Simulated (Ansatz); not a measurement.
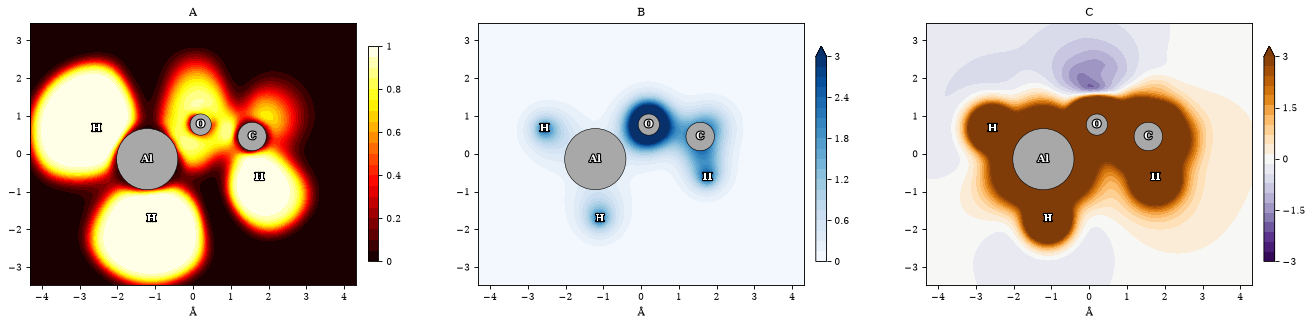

CH₅AlO (SMILES C[O][AlH2]): 3 fields on the plane of atoms O2, Al3 and H8, with unlabelled colour scales. Grey discs cover the atomic cores.

Geometry: PBE0-D4/def2-TZVP.

These are results of RKS PBE0-D4/def2-TZVPP (Ansatz 0.2.0), not measurements.

```xyz
8

C    -0.4587    1.0873   -0.4223
O    -0.5798   -0.2522   -0.0439
Al    0.5056   -1.4186    0.5076
H    -0.7933    1.2176   -1.4567
H     0.5733    1.4546   -0.3499
H    -1.0883    1.7169    0.2152
H     2.0316   -1.0216    0.6732
H    -0.0982   -2.8412    0.8208
```

**The panels show electron density, electron localisation function and electrostatic potential in some order. Assign them.**

Panel A: electron localisation function. Panel B: electron density. Panel C: electrostatic potential (strongly positive close to the atoms, with negative regions outside electron-rich atoms). From the grid: C–O (1.40 Å): ρ is about 2.1 e/Å³ halfway, with its minimum of 1.8 e/Å³ about 0.5 Å from C; the ELF peaks at about 0.85 between the atoms; a shared but strongly polarised pair. Al–O (1.69 Å): ρ is about 0.91 e/Å³ halfway; the ELF peaks at about 0.85 in the valence shell of O, 0.6 Å from its nucleus, and is about 0.40 at the midpoint.
